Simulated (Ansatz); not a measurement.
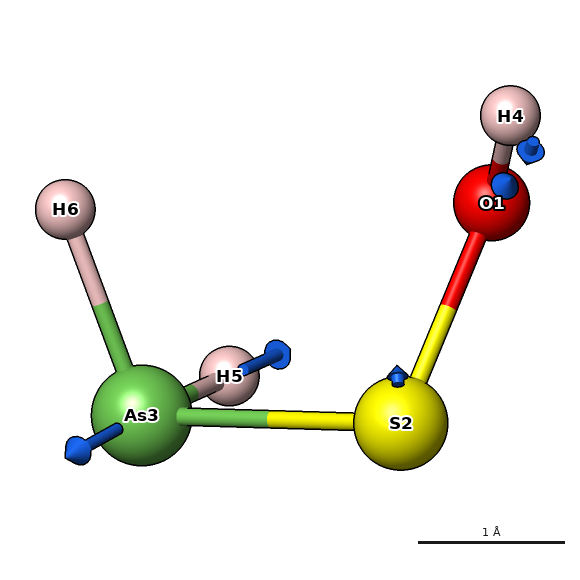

Arrows show the forces on the atoms, 0.1 Å of arrow for 1 eV/Å; forces under a tenth of the largest aren't drawn. Level of theory: PBE0-D4/def2-TZVPP (Ansatz 0.2.0).

> Which bond do the forces act along most?

As3–H5, now 1.300 Å: the forces push its atoms apart, so a first step downhill lengthens it.

List the force components in the frame of the picture (x right, y up, z towards the viewer), in eV/Å.

| atom | Fx | Fy | Fz |
| --- | --- | --- | --- |
| O1 | 0.71 | 0.91 | 2.48 |
| S2 | −0.09 | 1.40 | −0.70 |
| As3 | −3.67 | −2.04 | 5.70 |
| H4 | −0.49 | −1.69 | −2.06 |
| H5 | 3.29 | 1.46 | −5.61 |
| H6 | 0.25 | −0.04 | 0.19 |
